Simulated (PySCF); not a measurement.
C₃H₉AlF₃N

The calculation's input:

```
{"job": {"kind": "uv", "xc": "CAM-B3LYP", "basis": "def2-SVPD", "nstates": 8, "ntriplets": 3}, "charge": 0, "multiplicity": 1}
N      1.811539     1.014289     0.687335
Al     1.354383    -0.927644     0.137642
C     -0.253973    -0.870317    -1.106506
C     -1.654300    -0.565672    -0.557902
C     -1.579321     0.616459     0.366701
F     -1.017662     1.705047    -0.202863
F     -0.818496     0.367429     1.453810
F     -2.771307     1.021339     0.832148
H      1.524117     1.726926     0.019210
H      1.421016     1.255918     1.595543
H      2.825778     1.046299     0.760461
H      2.663331    -1.109862    -0.694120
H      1.259851    -1.565542     1.551544
H     -0.320181    -1.828694    -1.640405
H     -0.037646    -0.141042    -1.904705
H     -2.382381    -0.331669    -1.341578
H     -2.031747    -1.401234     0.033775
```

Command:

```sh
OMP_NUM_THREADS=1 python probes_run.py task.json out
```

Geometry: GFN2-xTB.

Computed with PySCF, CAM-B3LYP/def2-SVPD, SCF density, gas phase.

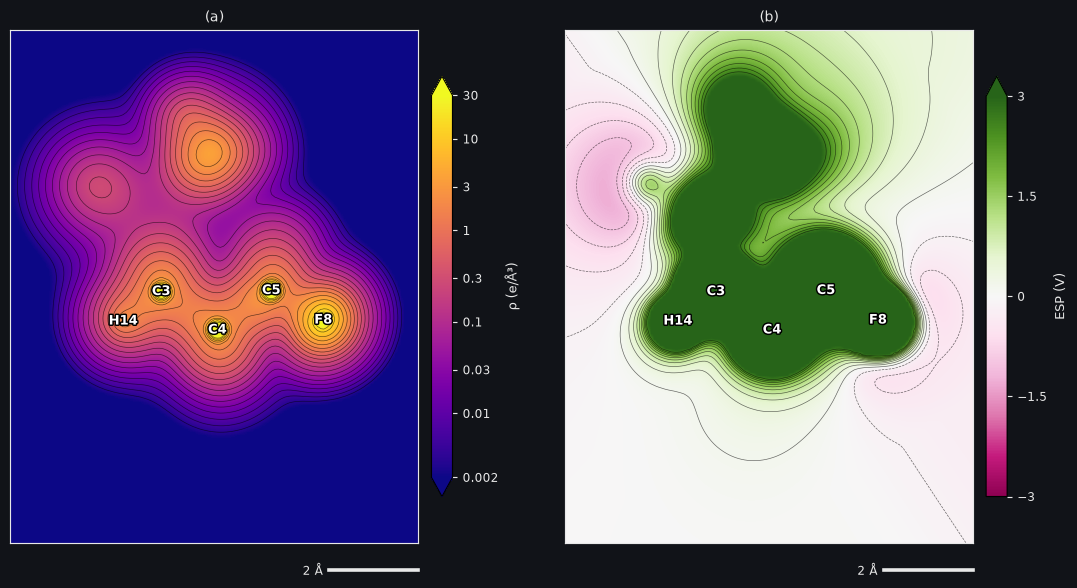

Figure 1. (a) total electron density; (b) electrostatic potential on the plane of atoms C4, C5 and F8.

Q: What does the map show?

A: The section cuts through C, F and H sites. C–F (1.34 Å): the density is about 2.4 e/Å³ at the midpoint. C–C (1.50 Å): ρ is about 1.8 e/Å³ halfway. C–H (1.10 Å): the density is about 1.9 e/Å³ at the midpoint. Outside the dense part of the molecule the potential is most negative (−1.3 V) near H12, which lies off the plane.

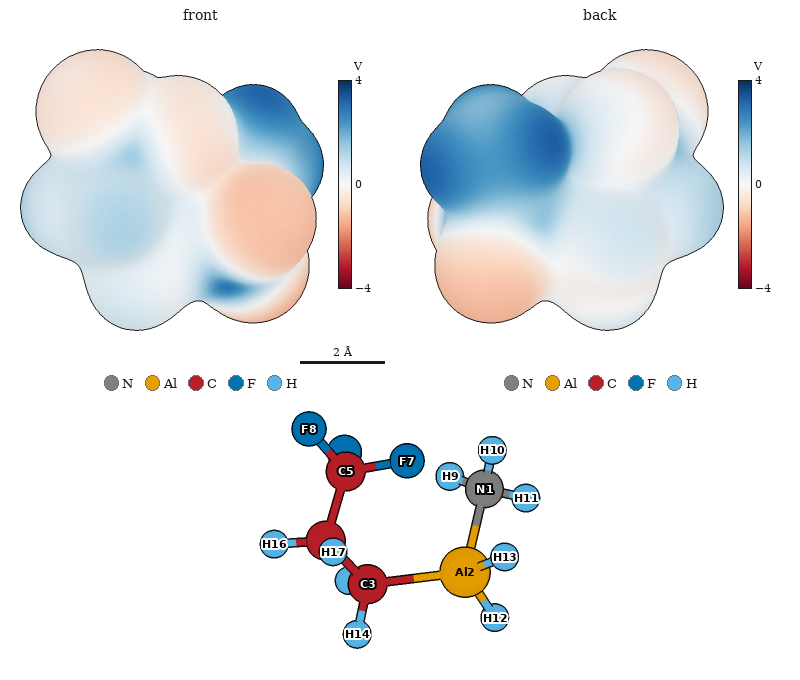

Figure 2. The electrostatic potential painted on the density surface at 0.004 e/bohr³, seen from the front and from behind; the colour scale runs from red (negative) to blue (positive). The bare structure is drawn below in the same view.

Q: Which sites attract a positive test charge, and which a negative one?

A: A positive charge is drawn to the negative regions and a negative charge to the positive ones. The most negative region (about −1.3 V) lies over H12, the most positive (about +3.2 V) over H9, H10 and H11.
